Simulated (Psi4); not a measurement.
# Single-point calculation, with input and output: InN2H4

- system: InN2H4, multiplicity 2
- method: CAM-B3LYP/def2-SVP, UKS, core potentials def2 (Psi4 1.11)

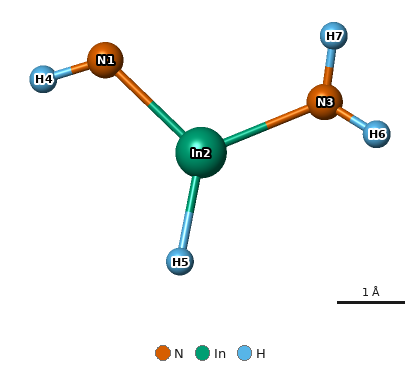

Figure 1. The structure as given in the input (ball-and-stick view, seen at a tilt; atoms are numbered from 1 in the order of the input). Sticks mark near contacts.

**The input (job.py)**
```python
import psi4

psi4.set_memory(1600000000)
psi4.set_num_threads(1)
psi4.set_output_file('psi4.out', False)

with open('h4inn2.xyz') as f:
    atoms = ''.join(f.readlines()[2:])
geom = psi4.geometry('0 2\n' + atoms + 'symmetry c1')

psi4.set_options({
    'basis': 'def2-SVP',
    'reference': 'uks',
})

result = psi4.energy('CAM-B3LYP')
print('E =', round(result, 9))
```

**File h4inn2.xyz**
```
7
H4InN2
N     -0.969700     0.858000    -1.127000
In     0.248000     0.564800     0.455500
N      0.742700    -1.375200     0.709600
H     -1.538200     1.689200    -1.171800
H      0.799000     1.819200     1.467500
H      1.570900    -1.614700     1.231800
H      0.629500    -2.018100    -0.059000
```

Launched with:
```bash
python job.py
```

**Log**
```
Psi4 1.11 release

   => Loading Basis Set <=

    Name: DEF2-SVP
    Role: ORBITAL
    Keyword: BASIS

    !!!  WARNING: ECP capability is in beta. Please check occupations closely.  !!!

         ---------------------------------------------------------
                                   SCF
                              UKS Reference
                        1 Threads,   1525 MiB Core
         ---------------------------------------------------------

  ==> Geometry <==

    Molecular point group: c1
    Full point group: C1

    Geometry (in Angstrom), charge = 0, multiplicity = 2:

       Center              X                  Y                   Z               Mass
    ------------   -----------------  -----------------  -----------------  -----------------
         N           -1.152018335061     0.466483544882    -1.453482860611    14.003074004430
         IN           0.065681664939     0.173283544882     0.129017139389   114.903878776000
         N            0.560381664939    -1.766716455118     0.383117139389    14.003074004430
         H           -1.720518335061     1.297683544882    -1.498282860611     1.007825032230
         H            0.616681664939     1.427683544882     1.141017139389     1.007825032230
         H            1.388581664939    -2.006216455118     0.905317139389     1.007825032230
         H            0.447181664939    -2.409616455118    -0.385482860611     1.007825032230

  Running in c1 symmetry.

  Rotational constants: A =      0.46891  B =      0.17700  C =      0.12896 [cm^-1]
  Rotational constants: A =  14057.54977  B =   5306.41071  C =   3866.15412 [MHz]
  Nuclear repulsion =  120.905913038510121

  Charge       = 0
  Multiplicity = 2
  Electrons    = 39
  Nalpha       = 20
  Nbeta        = 19

  ==> Algorithm <==

  SCF Algorithm Type is DF.
  DIIS enabled.
  MOM disabled.
  Fractional occupation disabled.
  Guess Type is SAD.
  Energy threshold   = 1.00e-06
  Density threshold  = 1.00e-06
  Integral threshold = 1.00e-12

  ==> Primary Basis <==

  Basis Set: DEF2-SVP
    Blend: DEF2-SVP
    Number of shells: 34
    Number of basis functions: 74
    Number of Cartesian functions: 78
    Spherical Harmonics?: true
    Max angular momentum: 2

  Core potential: DEF2-SVP
    Number of shells: 4
    Number of ECP primitives: 18
    Number of ECP core electrons: 28
    Max angular momentum: 3

  ==> DFT Potential <==

   => LibXC <=

    Version 7.1.2

   => Composite Functional: CAM-B3LYP <=

    CAM-B3LYP Hyb-GGA Exchange-Correlation Functional

    Deriv               =              1
    GGA                 =           TRUE
    Meta                =          FALSE

    Exchange Hybrid     =           TRUE
    MP2 Hybrid          =          FALSE

   => Exchange Functionals <=

    0.3500         Becke 88 [omega = 0.3300]
    0.4600   Short-range recipe for B88 functional - erf [omega = 0.3300]

   => Exact (HF) Exchange <=

    0.4600            HF,LR [omega = 0.3300]
    0.1900               HF

   => Correlation Functionals <=

    0.1900   Vosko, Wilk & Nusair (VWN5)
    0.8100   Lee, Yang & Parr

   => LibXC Density Thresholds  <==

    XC_HYB_GGA_XC_CAM_B3LYP:  1.00E-14

   => Molecular Quadrature <=

    Radial Scheme          =       TREUTLER
    Pruning Scheme         =           NONE
    Nuclear Scheme         =       TREUTLER

    Blocking Scheme        =         OCTREE
    BS radius alpha        =              1
    Pruning alpha          =              1
    Radial Points          =             75
    Spherical Points       =            302
    Total Points           =         152529
    Total Blocks           =           1202
    Max Points             =            256
    Max Functions          =             73
    Weights Tolerance      =       1.00E-15

   => Loading Basis Set <=

    Name: (DEF2-SVP AUX)
    Role: JKFIT
    Keyword: DF_BASIS_SCF

  ==> Integral Setup <==

  DFHelper Memory: AOs need 0.057 GiB; user supplied 0.871 GiB.
  SCF_SUBTYPE=INCORE selected. In-core MEM_DF algorithm will be used.
  Using in-core AOs.

  ==> MemDFJK: Density-Fitted J/K Matrices <==

    J tasked:                   Yes
    K tasked:                   Yes
    wK tasked:                  Yes
    Omega:                3.300E-01
    Memory [MiB]:               892
    Algorithm:                 Core
    Schwarz Cutoff:           1E-12
    Mask sparsity (%):       1.0957
    Fitting Condition:        1E-10

   => Auxiliary Basis Set <=

  Basis Set: (DEF2-SVP AUX)
    Blend: DEF2-UNIVERSAL-JKFIT
    Number of shells: 120
    Number of basis functions: 444
    Number of Cartesian functions: 575
    Spherical Harmonics?: true
    Max angular momentum: 5

  Cached 100.0% of DFT collocation blocks in 0.246 [GiB].

  Minimum eigenvalue in the overlap matrix is 1.9709023066E-02.
  Reciprocal condition number of the overlap matrix is 4.2580256369E-03.
    Using symmetric orthogonalization.

  ==> Pre-Iterations <==

  SCF Guess: Superposition of Atomic Densities via on-the-fly atomic UHF (no occupation information).

   -------------------------
    Irrep   Nso     Nmo
   -------------------------
     A         74      74
   -------------------------
    Total      74      74
   -------------------------

  ==> Iterations <==

                           Total Energy        Delta E     RMS |[F,P]|

   @DF-UKS iter SAD:  -300.06086378881048   -3.00061e+02   0.00000e+00
   @DF-UKS iter   1:  -301.15124291326492   -1.09038e+00   1.46321e-02 DIIS/ADIIS
   @DF-UKS iter   2:  -299.64459250131910    1.50665e+00   2.38921e-02 DIIS/ADIIS
   @DF-UKS iter   3:  -301.71026735566124   -2.06567e+00   4.03721e-03 DIIS/ADIIS
   @DF-UKS iter   4:  -301.74331590611575   -3.30486e-02   3.17421e-03 DIIS/ADIIS
   @DF-UKS iter   5:  -301.77265437545634   -2.93385e-02   5.62286e-04 DIIS/ADIIS
   @DF-UKS iter   6:  -301.77557024872578   -2.91587e-03   2.62786e-04 DIIS/ADIIS
   @DF-UKS iter   7:  -301.77713935305189   -1.56910e-03   1.69250e-04 DIIS/ADIIS
   @DF-UKS iter   8:  -301.77807904467920   -9.39692e-04   1.51205e-04 DIIS/ADIIS
   @DF-UKS iter   9:  -301.77959777138273   -1.51873e-03   1.39518e-04 DIIS/ADIIS
   @DF-UKS iter  10:  -301.78161085153374   -2.01308e-03   1.17624e-04 DIIS/ADIIS
   @DF-UKS iter  11:  -301.78366586022338   -2.05501e-03   8.65300e-05 DIIS
   @DF-UKS iter  12:  -301.78429654031953   -6.30680e-04   6.99425e-05 DIIS
   @DF-UKS iter  13:  -301.78483222304288   -5.35683e-04   1.67962e-04 DIIS/ADIIS
   @DF-UKS iter  14:  -301.78488559237746   -5.33693e-05   1.11340e-04 DIIS/ADIIS
   @DF-UKS iter  15:  -301.78494075397509   -5.51616e-05   4.24415e-05 DIIS
   @DF-UKS iter  16:  -301.78494974901969   -8.99504e-06   9.59896e-06 DIIS
   @DF-UKS iter  17:  -301.78495011730161   -3.68282e-07   5.77936e-06 DIIS
   @DF-UKS iter  18:  -301.78495029376467   -1.76463e-07   7.56971e-07 DIIS
  Energy and wave function converged.

  ==> Post-Iterations <==

   Electrons on quadrature grid:
      Nalpha   =   20.0000018880 ; deviation = 1.888e-06
      Nbeta    =   18.9999934348 ; deviation = -6.565e-06
      Ntotal   =   38.9999953227 ; deviation = -4.677e-06

   @Spin Contamination Metric:   4.201466932E-03
   @S^2 Expected:                7.500000000E-01
   @S^2 Observed:                7.542014669E-01
   @S   Expected:                5.000000000E-01
   @S   Observed:                5.000000000E-01

    Orbital Energies [Eh]
    ---------------------

    Alpha Occupied:

       1A    -14.395477     2A    -14.369414     3A     -4.742207
       4A     -3.153160     5A     -3.143307     6A     -3.141785
       7A     -0.896044     8A     -0.891071     9A     -0.834640
      10A     -0.831710    11A     -0.829898    12A     -0.816212
      13A     -0.802352    14A     -0.526526    15A     -0.512641
      16A     -0.430305    17A     -0.392740    18A     -0.358497
      19A     -0.315695    20A     -0.303833

    Alpha Virtual:

      21A      0.009576    22A      0.036312    23A      0.064574
      24A      0.127185    25A      0.147626    26A      0.184836
      27A      0.197337    28A      0.216910    29A      0.222429
      30A      0.286579    31A      0.321604    32A      0.408765
      33A      0.445717    34A      0.491741    35A      0.527128
      36A      0.621548    37A      0.690846    38A      0.710174
      39A      0.733810    40A      0.817802    41A      0.852852
      42A      0.875517    43A      0.887059    44A      0.937706
      45A      0.966780    46A      1.001944    47A      1.096900
      48A      1.141089    49A      1.412049    50A      1.479313
      51A      1.580339    52A      1.612593    53A      1.637712
      54A      1.701018    55A      1.826528    56A      1.893905
      57A      1.964692    58A      2.187031    59A      2.213066
      60A      2.218293    61A      2.265057    62A      2.383366
      63A      2.586116    64A      2.601774    65A      2.653232
      66A      2.689412    67A      2.819222    68A      3.182972
      69A      3.305162    70A      3.429450    71A     15.962335
      72A     16.618258    73A     17.236767    74A     60.906802

    Beta Occupied:

       1A    -14.376640     2A    -14.368911     3A     -4.741840
       4A     -3.152633     5A     -3.142940     6A     -3.141519
       7A     -0.895218     8A     -0.861596     9A     -0.833853
      10A     -0.830399    11A     -0.829758    12A     -0.814576
      13A     -0.777193    14A     -0.525812    15A     -0.506512
      16A     -0.414977    17A     -0.385901    18A     -0.305869
      19A     -0.290649

    Beta Virtual:

      20A     -0.059908    21A      0.035855    22A      0.041051
      23A      0.070100    24A      0.129504    25A      0.149388
      26A      0.188275    27A      0.198021    28A      0.218368
      29A      0.224220    30A      0.288932    31A      0.324260
      32A      0.412275    33A      0.451494    34A      0.493433
      35A      0.529306    36A      0.623496    37A      0.691442
      38A      0.717047    39A      0.736645    40A      0.838642
      41A      0.874299    42A      0.892123    43A      0.926016
      44A      0.940357    45A      0.973824    46A      1.012620
      47A      1.107378    48A      1.148048    49A      1.413791
      50A      1.501047    51A      1.580712    52A      1.616320
      53A      1.638150    54A      1.702645    55A      1.826706
      56A      1.895226    57A      1.965104    58A      2.207500
      59A      2.216082    60A      2.219419    61A      2.337320
      62A      2.450482    63A      2.593430    64A      2.653021
      65A      2.667474    66A      2.692117    67A      2.819988
      68A      3.183673    69A      3.324883    70A      3.430051
      71A     15.962518    72A     16.618294    73A     17.237021
      74A     60.906625

    Final Occupation by Irrep:
              A
    DOCC [    19 ]
    SOCC [     1 ]
    NA   [    20 ]
    NB   [    19 ]

  @DF-UKS Final Energy:  -301.78495029376467

   => Energetics <=

    Nuclear Repulsion Energy =            120.9059130385101213
    One-Electron Energy =                -726.9860853033006833
    Two-Electron Energy =                 327.3892286946113472
    DFT Exchange-Correlation Energy =     -23.0940067235854158
    Empirical Dispersion Energy =           0.0000000000000000
    VV10 Nonlocal Energy =                  0.0000000000000000
    Total Energy =                       -301.7849502937646662

  UHF NO Occupations:
  HONO-2 :   18  A 1.9994116
  HONO-1 :   19  A 1.9989686
  HONO-0 :   20  A 1.0000000
  LUNO+0 :   21  A 0.0010314
  LUNO+1 :   22  A 0.0005884
  LUNO+2 :   23  A 0.0002721
  LUNO+3 :   24  A 0.0002026

Computation Completed

Properties will be evaluated at   0.000000,   0.000000,   0.000000 [a0]

Properties computed using the SCF density matrix

 Multipole Moments:

 ------------------------------------------------------------------------------------
     Multipole            Electronic (a.u.)      Nuclear  (a.u.)        Total (a.u.)
 ------------------------------------------------------------------------------------

 L = 1.  Multiply by 2.5417464519 to convert [e a0] to [Debye]
 Dipole X            :          4.1423119           -3.8365505            0.3057615
 Dipole Y            :         13.7103752          -13.5174788            0.1928963
 Dipole Z            :          9.0031166           -8.7317282            0.2713884
 Magnitude           :                                                    0.4520517

 ------------------------------------------------------------------------------------

	total time  =         11 seconds =       0.18 minutes
```

**Standard output**
```
E = -301.784950294
```

**Results in brief**

| quantity | value |
| --- | --- |
| outcome | converged |
| total energy | −301.784950 hartree |
| basis functions | 74 |
| ⟨S²⟩ | 0.754 |
| dipole moment | 1.15 D |
| hardware | 1 thread of Intel Xeon (Sapphire Rapids), 32 GiB of memory available, shared host |
| wall time | 11 s |
| peak memory | 0.53 GiB |
